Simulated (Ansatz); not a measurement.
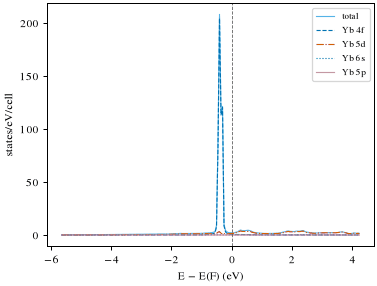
Figure: Total and projected density of states of Yb (hcp (Mg type), space group No. 194), the program Ansatz at the r²SCAN level (PAW)

Task: Which orbitals carry the states next to the Fermi level?

Result: Within 0.5 eV of the Fermi level: Yb 4f 92 %, Yb 5d 7 %. Projections are on Löwdin-orthogonalised atomic valence shells; empty p or d shells of many metals are not among them.

Task: Where is the tallest occupied peak in this window, and what makes it?

Result: Near -0.4 eV, about 210 states/eV per cell; the largest projected share is Yb 4f.

Space group P6_3/mmc (hcp (Mg type)). The workflow started from a Materials Project entry (that database holds measured and hypothetical structures alike); the Crystallography Open Database files this formula in space group No. 194, but the cells were not matched. It is not the phase usual at ambient conditions (space group No. 225). The cell was relaxed with r²SCAN under the symmetry of its start; its stability against distortions is not shown here. The run is not spin-polarised. The 4f shell is in the valence. No Hubbard U is applied. Scalar-relativistic: spin–orbit coupling is off unless named, which matters more the heavier the elements.

Potentials: the later of the program's two PAW sets.
